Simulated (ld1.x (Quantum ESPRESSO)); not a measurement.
# An ultrasoft potential for B, from input to tests

Aim: build the potential from the settings below, then test how well it stands in for the atom: other configurations, scattering, ghost states and the plane-wave cutoff that it needs.

The numbers are computed with ld1.x (Quantum ESPRESSO) 7.5 (PBEsol, scalar-relativistic, spin-unpolarised reference atom).

## 1. The atom and the settings

The settings as typed:

```json
{
 "element": "boron (B, Z = 5)",
 "type": "ultrasoft",
 "frozen core": "[He]",
 "valence charge": "3",
 "reference configuration": "2s1.75 2p1.25",
 "partial waves": "2s (bound): rcut 1.50, rcutus 1.70 bohr; 2s channel at 4.4 Ry: rcut 1.50, rcutus 1.70 bohr; 2p (bound): rcut 1.95, rcutus 2.20 bohr; 2p channel at 1.95 Ry: rcut 1.95, rcutus 2.20 bohr",
 "local potential": "all-electron potential smoothed inside 1.60 bohr (lloc = -1)",
 "core correction": "a·sin(br)/r model core inside 1.75 bohr",
 "augmentation charge": "PSQ, radius 1.05 bohr"
}
```

An earlier all-electron run gives the scale for the radii.

All-electron outer shells of the reference configuration (PBEsol, scalar-relativistic, ld1.x):

```tsv
shell	level (eV)	outermost node (bohr)	outermost maximum (bohr)
1s	-179.85	–	0.21
2s	-9.49	0.46	1.52
2p	-3.68	–	1.57
```

## 2. Generating the potential

Input file B.in:

```
 &input
   title='B', zed=5., rel=1, dft='PBESOL', iswitch=3,
   config='[He] 2s1.75 2p1.25',
   nld=2, rlderiv=2.40, eminld=-3.0, emaxld=5.0, deld=0.02
 /
 &inputp
   pseudotype=3, tm=.true., lloc=-1, rcloc=1.60,
   nlcc=.true., rcore=1.75,
   which_augfun='PSQ', rmatch_augfun=1.05,
   file_pseudopw='B.UPF', file_wfcaegen='ae.wfc', file_wfcncgen='nc.wfc', file_beta='beta', file_chi='chi', file_wfcusgen='us.wfc'
 /
4
2S  1  0   1.75   0.00  1.50  1.70  0.0
2S  1  0   0.00   4.40  1.50  1.70  0.0
2P  2  1   1.25   0.00  1.95  2.20  0.0
2P  2  1   0.00   1.95  1.95  2.20  0.0
 &test
   configts(1)='2s1.75 2p1.25'
 /
```

Run with:

```console
$ ld1.x < B.in > B.out
```

What the program wrote to B.out (without the banner and most projector matrices):

```text
     Program LD1 v.7.5
     --------------------------- All-electron run ----------------------------

     B
     scalar relativistic calculation

     atomic number is  5.00
     dft =PBESOL   lsd =0 sic =0 latt =0  beta=0.20 tr2=1.0E-14
     Exchange-correlation= PBESOL
                           (   1   4  10   8   0   0   0)
     mesh =1059 r(mesh) = 101.04461 a.u. xmin = -7.00 dx = 0.01250
     1 Ry =  13.60569312 eV, c = 137.03599908

     n l     nl                  e(Ry)          e(Ha)          e(eV)
     1 0     1S 1( 2.00)       -13.2187        -6.6094      -179.8500
     2 0     2S 1( 1.75)        -0.6976        -0.3488        -9.4918
     2 1     2P 1( 1.25)        -0.2704        -0.1352        -3.6786

     final scf error:  8.3E-15 reached in  35 iterations

     Etot =     -48.832868 Ry,     -24.416434 Ha,    -664.405014 eV

     Ekin =      48.628836 Ry,      24.314418 Ha,     661.629026 eV
     Encl =    -113.153372 Ry,     -56.576686 Ha,   -1539.530054 eV
     Eh   =      22.976296 Ry,      11.488148 Ha,     312.608435 eV
     Exc  =      -7.284629 Ry,      -3.642314 Ha,     -99.112421 eV

     normalization and overlap integrals

     s(1S/1S) =  1.000000  <r> =   0.3302  <r2> =    0.1481  r(max) =   0.2103
     s(2S/2S) =  1.000000  <r> =   1.9550  <r2> =    4.6090  r(max) =   1.5152
     s(2P/2P) =  1.000000  <r> =   2.2880  <r2> =    6.7830  r(max) =   1.5731

     ------------------------ End of All-electron run ------------------------

     --------------------- Generating US pseudopotential ---------------------

      Generating local potential from pseudized AE potential:
      Matching radius rcloc =   1.6000

      Local pseudo, rcloc= 1.593 Estimated cut-off energy=     9.38 Ry

      Computing core charge for nlcc:

       r > 1.76 : true rho core
       r < 1.76 : rho core = a sin(br)/r    a=   0.00  b=   1.65

      Integrated core pseudo-charge :   0.00
      Wfc-us  2S rcutus= 1.717  Estimated cut-off energy=    15.47 Ry
      Wfc-us  2S rcutus= 1.717  Estimated cut-off energy=    34.20 Ry
      Wfc-us  2P rcutus= 2.205  Estimated cut-off energy=    15.85 Ry
      Wfc-us  2P rcutus= 2.205  Estimated cut-off energy=    32.53 Ry

     Q pseudized with Bessel functions
     Expected ecutrho=     217.3142 due to l1=  1   l2=  1

     ------------------- End of pseudopotential generation -------------------

     [... the all-electron block is printed once more ...]


     Computing logarithmic derivative in   2.39129
     Computing logarithmic derivative in   2.39129
     Computing the partial wave expansion
     R is outside the sphere for l=    0 j= 0.00
     R is outside the sphere for l=    0 j= 0.00
     R is outside the sphere for l=    1 j= 0.00
     R is outside the sphere for l=    1 j= 0.00

     ---------------------- Testing the pseudopotential ----------------------

     B
     scalar relativistic calculation

     atomic number is  5.00   valence charge is  3.00
     dft =PBESOL   lsd =0 sic =0 latt =0  beta=0.20 tr2=1.0E-14
     mesh =1059 r(mesh) = 101.04461 xmin = -7.00 dx = 0.01250

     n l     nl             e AE (Ry)        e PS (Ry)    De AE-PS (Ry)
     1 0     2S   1( 1.75)       -0.69764       -0.69764        0.00000
     2 1     2P   1( 1.25)       -0.27037       -0.27037        0.00000

     eps = 5.3E-15  iter =  5

     Etot =     -48.832868 Ry,     -24.416434 Ha,    -664.405014 eV
     Etotps =    -5.045886 Ry,      -2.522943 Ha,     -68.652773 eV

     Ekin =       2.372324 Ry,       1.186162 Ha,      32.277109 eV
     Encl =     -10.527151 Ry,      -5.263575 Ha,    -143.229184 eV
     Ehrt =       3.948644 Ry,       1.974322 Ha,      53.724042 eV
     Ecxc =      -1.553132 Ry,      -0.776566 Ha,     -21.131444 eV
     (Ecc =      -0.000179 Ry,      -0.000090 Ha,      -0.002438 eV)
     Epseu=       0.713430 Ry,       0.356715 Ha,       9.706704 eV

     ---------------------- End of pseudopotential test ----------------------
```

It took 0.79 s on 1 thread, shared host. This counts the later configuration tests of the new file too.

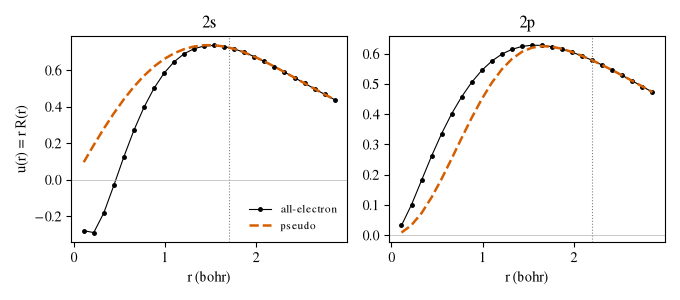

All-electron and pseudo partial waves (2s, 2p), with the matching radii dotted. The curves join 26 sampled radii.

## 3. Transferability test

Input file B.test.in:

```
 &input
   title='B', zed=5., rel=1, dft='PBESOL', iswitch=2,
   config='[He] 2s1.75 2p1.25'
 /
 &test
   file_pseudo='B.UPF', nconf=8,
   configts(1)='2s1.75 2p1.25',
   configts(2)='2s2 2p1',
   configts(3)='2s2 2p0',
   configts(4)='2s1 2p0',
   configts(5)='2s2 2p0.5',
   configts(6)='2s1 2p1',
   configts(7)='2s1 2p2',
   configts(8)='2s0 2p3'
 /
```

Run with:

```console
$ ld1.x < B.test.in > B.test.out
```

B.test.out, the pseudopotential blocks:

```text
     ---------------------- Testing the pseudopotential ----------------------

     B
     scalar relativistic calculation

     atomic number is  5.00   valence charge is  3.00
     dft =PBESOL   lsd =0 sic =0 latt =0  beta=0.20 tr2=1.0E-14
     mesh =1059 r(mesh) = 101.04461 xmin = -7.00 dx = 0.01250

     n l     nl             e AE (Ry)        e PS (Ry)    De AE-PS (Ry)
     1 0     2S   1( 1.75)       -0.69764       -0.69764        0.00000
     2 1     2P   1( 1.25)       -0.27037       -0.27037        0.00000

     eps = 4.7E-15  iter =  3

     Etot =     -48.832868 Ry,     -24.416434 Ha,    -664.405014 eV
     Etotps =    -5.045886 Ry,      -2.522943 Ha,     -68.652773 eV

     Ekin =       2.372324 Ry,       1.186162 Ha,      32.277108 eV
     Encl =     -10.527151 Ry,      -5.263575 Ha,    -143.229183 eV
     Ehrt =       3.948644 Ry,       1.974322 Ha,      53.724042 eV
     Ecxc =      -1.553132 Ry,      -0.776566 Ha,     -21.131444 eV
     (Ecc =      -0.000179 Ry,      -0.000090 Ha,      -0.002438 eV)
     Epseu=       0.713430 Ry,       0.356715 Ha,       9.706704 eV

     ---------------------- End of pseudopotential test ----------------------

     ---------------------- Testing the pseudopotential ----------------------

     B
     [...]
     n l     nl             e AE (Ry)        e PS (Ry)    De AE-PS (Ry)
     1 0     2S   1( 2.00)       -0.68803       -0.68792       -0.00011
     2 1     2P   1( 1.00)       -0.26131       -0.26091       -0.00040

     eps = 7.1E-15  iter = 12

     Etot =     -48.939619 Ry,     -24.469810 Ha,    -665.857443 eV
     Etotps =    -5.152670 Ry,      -2.576335 Ha,     -70.105641 eV
     dEtot_ae =      -0.106752 Ry
     dEtot_ps =      -0.106784 Ry,   Delta E=       0.000032 Ry

     [...]
     ---------------------- End of pseudopotential test ----------------------

     ---------------------- Testing the pseudopotential ----------------------

     B
     [...]
     n l     nl             e AE (Ry)        e PS (Ry)    De AE-PS (Ry)
     1 0     2S   1( 2.00)       -1.42426       -1.42283       -0.00143
     2 1     2P   1( 0.00)       -0.97362       -0.96972       -0.00391

     eps = 6.2E-15  iter = 13

     Etot =     -48.341382 Ry,     -24.170691 Ha,    -657.718009 eV
     Etotps =    -4.556400 Ry,      -2.278200 Ha,     -61.992981 eV
     dEtot_ae =       0.491486 Ry
     dEtot_ps =       0.489486 Ry,   Delta E=       0.002000 Ry

     [...]
     ---------------------- End of pseudopotential test ----------------------

     ---------------------- Testing the pseudopotential ----------------------

     B
     [...]
     n l     nl             e AE (Ry)        e PS (Ry)    De AE-PS (Ry)
     1 0     2S   1( 1.00)       -2.29896       -2.29229       -0.00667  !
     2 1     2P   1( 0.00)       -1.85728       -1.84489       -0.01239  !

     eps = 5.2E-15  iter = 21

     Etot =     -46.484682 Ry,     -23.242341 Ha,    -632.456312 eV
     Etotps =    -2.703209 Ry,      -1.351605 Ha,     -36.779032 eV
     dEtot_ae =       2.348186 Ry
     dEtot_ps =       2.342677 Ry,   Delta E=       0.005510 Ry

     [...]
     ---------------------- End of pseudopotential test ----------------------

     ---------------------- Testing the pseudopotential ----------------------

     B
     [...]
     n l     nl             e AE (Ry)        e PS (Ry)    De AE-PS (Ry)
     1 0     2S   1( 2.00)       -1.03096       -1.03026       -0.00069
     2 1     2P   1( 0.50)       -0.58868       -0.58674       -0.00194

     eps = 9.4E-15  iter = 15

     Etot =     -48.729751 Ry,     -24.364876 Ha,    -663.002041 eV
     Etotps =    -4.943380 Ry,      -2.471690 Ha,     -67.258106 eV
     dEtot_ae =       0.103117 Ry
     dEtot_ps =       0.102506 Ry,   Delta E=       0.000611 Ry

     [...]
     ---------------------- End of pseudopotential test ----------------------

     ---------------------- Testing the pseudopotential ----------------------

     B
     [...]
     n l     nl             e AE (Ry)        e PS (Ry)    De AE-PS (Ry)
     1 0     2S   1( 1.00)       -1.43189       -1.43054       -0.00135
     2 1     2P   1( 1.00)       -0.98226       -0.98010       -0.00215

     eps = 9.8E-15  iter = 12

     Etot =     -47.891210 Ry,     -23.945605 Ha,    -651.593113 eV
     Etotps =    -4.104887 Ry,      -2.052443 Ha,     -55.849831 eV
     dEtot_ae =       0.941657 Ry
     dEtot_ps =       0.940999 Ry,   Delta E=       0.000659 Ry

     [...]
     ---------------------- End of pseudopotential test ----------------------

     ---------------------- Testing the pseudopotential ----------------------

     B
     [...]
     n l     nl             e AE (Ry)        e PS (Ry)    De AE-PS (Ry)
     1 0     2S   1( 1.00)       -0.72373       -0.72413        0.00040
     2 1     2P   1( 2.00)       -0.29522       -0.29582        0.00060

     eps = 7.6E-15  iter =  8

     Etot =     -48.511915 Ry,     -24.255957 Ha,    -660.038223 eV
     Etotps =    -4.725051 Ry,      -2.362525 Ha,     -64.287592 eV
     dEtot_ae =       0.320953 Ry
     dEtot_ps =       0.320835 Ry,   Delta E=       0.000118 Ry

     [...]
     ---------------------- End of pseudopotential test ----------------------

     ---------------------- Testing the pseudopotential ----------------------

     B
     [...]
     n l     nl             e AE (Ry)        e PS (Ry)    De AE-PS (Ry)
     1 0     2S   1( 0.00)       -0.75347       -0.75424        0.00077
     2 1     2P   1( 3.00)       -0.32404       -0.32509        0.00106

     eps = 8.7E-16  iter = 15

     Etot =     -48.082880 Ry,     -24.041440 Ha,    -654.200912 eV
     Etotps =    -4.296232 Ry,      -2.148116 Ha,     -58.453218 eV
     dEtot_ae =       0.749988 Ry
     dEtot_ps =       0.749653 Ry,   Delta E=       0.000334 Ry

     [...]
     ---------------------- End of pseudopotential test ----------------------
```

The tests as a table, with energies relative to 2s1.75 2p1.25.

| valence configuration | charge | ΔE all-electron (eV) | error AE − PS (meV) |
| --- | --- | --- | --- |
| 2s2 2p1 | 0 | -1.452 | +0.4 |
| 2s2 2p0 | +1 | 6.687 | +27 |
| 2s1 2p0 | +2 | 31.949 | +75 |
| 2s2 2p0.5 | +0.5 | 1.403 | +8.3 |
| 2s1 2p1 | +1 | 12.812 | +9.0 |
| 2s1 2p2 | 0 | 4.367 | +1.6 |
| 2s0 2p3 | 0 | 10.204 | +4.5 |

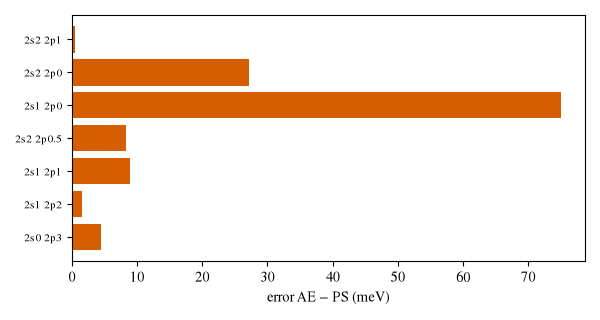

Error of the potential in each test configuration.

## 4. Logarithmic derivatives

Taken from the files of the generation run. The phase is arctan(r·u′/u) with u = r·R, unwrapped, with energies in Ry. A pole is an energy at which the radial function vanishes at the test radius. The pseudo phase is shifted by a multiple of π to meet the all-electron one at the reference energy. Levels narrower than the energy grid can be missing from the poles. The last column is the largest difference on the grid between −1 and +1 Ry.

```tsv
channel	radius (bohr)	reference (Ry)	poles AE	poles PS	window around the reference with phases within 0.05 rad (Ry)	largest difference near zero (rad)
s	2.39	-0.70	0.20	0.20	the whole range	0.000
p	2.39	-0.27	0.57	0.57	below 2.9	0.002
```

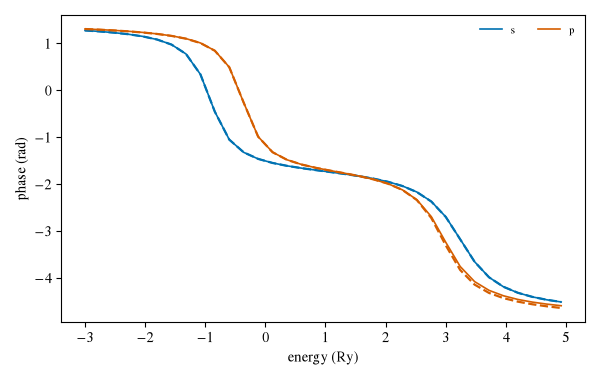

Phases by channel: all-electron solid, pseudo dashed.

## 5. Plane-wave convergence, by spherical Bessel functions

A separate test, outside the generator: the pseudo-atom's Hamiltonian at the reference potential is diagonalised in spherical Bessel functions j_l(qr) that vanish at 20 bohr, with q² up to the cutoff.

All-electron valence levels (Ry): 2s -0.6976, 2p -0.2704. The lowest levels of each channel (Ry) by cutoff; the last column sums, over occupied levels, occupation times the distance from the level at 400 Ry. A positive value at high cutoff is not a bound level.

| cutoff (Ry) | s #1 | p #1 | d #1 | f #1 | Σ f·Δε (mRy) |
| --- | --- | --- | --- | --- | --- |
| 8 | -0.6974 | -0.2594 | 0.0663 | 0.1129 | 14.2 |
| 10 | -0.6975 | -0.2660 | 0.0663 | 0.1129 | 5.7 |
| 12 | -0.6975 | -0.2689 | 0.0663 | 0.1129 | 2.0 |
| 15 | -0.6975 | -0.2702 | 0.0663 | 0.1129 | 0.4 |
| 18 | -0.6976 | -0.2703 | 0.0663 | 0.1129 | 0.2 |
| 21 | -0.6976 | -0.2703 | 0.0663 | 0.1129 | 0.2 |
| 400 | -0.6976 | -0.2704 | 0.0663 | 0.1129 | 0.0 |

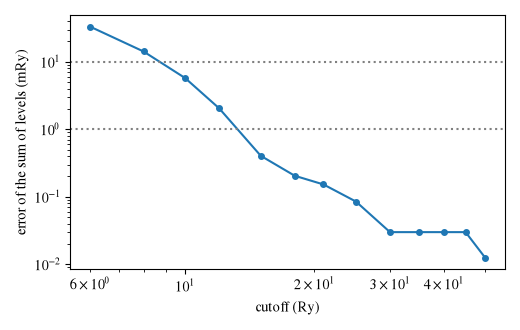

Occupation-weighted error of the valence levels against the cutoff; the dotted lines mark 10 and 1 mRy.

The sum stays within 10 mRy from 10 Ry and within 1 mRy from 15 Ry. The sum leaves out empty levels, which can need more. Ghost test: no level below the all-electron spectrum of its channel (s, p, d, f tested).

## 6. Outcome

```
                                                quantity                 value
               cutoffs for 10 and 1 mRy, occupied levels       10 Ry and 15 Ry
                                            bound ghosts            none found
                            largest test error (AE − PS)  +75 meV, for 2s1 2p0
largest phase difference near zero energy, channels read             0.002 rad
         lowest eigenvalue of the overlap (Bessel basis)             0.464 (p)
               density cutoff estimated by the generator                217 Ry
```

In words: By total energies transferability is fair: the largest error is 75 meV on 31.9 eV, for 2s1 2p0. The potential is soft on the atom at that tolerance: the looser tolerance needs 10 Ry. The slowest occupied level is 2p: taken alone it needs 15 Ry to come within 1 mRy, against 8 Ry for 2s. It is free of bound ghosts as far as tested. Near zero energy the phases of the channels with partial waves agree within 0.002 rad. These are tests on the free atom; a crystal test is still owed.
